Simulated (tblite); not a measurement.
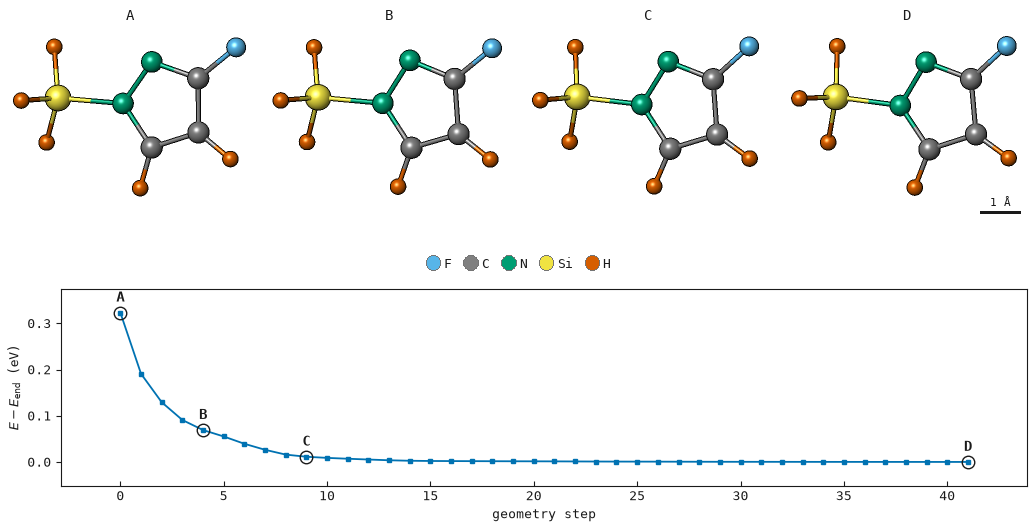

Frames of a relaxation of C₃H₅FN₂Si, marked on the history of the run. Style: ball-and-stick. Shown at a tilt.

All numbers below come from GFN2-xTB geometry optimisation, gas phase in tblite. 

Question: Describe the path.

Answer: The atom that moves furthest after the best rigid fit is the F atom (0.17 Å). Largest moves by element: F 0.17 Å, H 0.16 Å, C 0.11 Å, N 0.08 Å, Si 0.07 Å. Some distances before and after: N–Si 1.808 → 1.762 Å, C–C 1.378 → 1.407 Å, H–Si 1.488 → 1.463 Å, C–N 1.334 → 1.309 Å. Among the angles between lasting bonds that change: N–Si–H 111.5° → 104.1°, N–C–H 127.4° → 120.7°, Si–N–N 124.0° → 117.4°. After 41 geometry steps the energy has fallen by 0.323 eV. Cost: 0.34 s on 1 thread of Arm Neoverse N1, on a shared host. From step 0 to 4: the F atom moves most (0.09 Å), energy −0.254 eV. From step 4 to 9: an H atom moves most (0.10 Å), energy −0.058 eV. From step 9 to 41: an H atom moves most (0.08 Å), energy −0.011 eV.
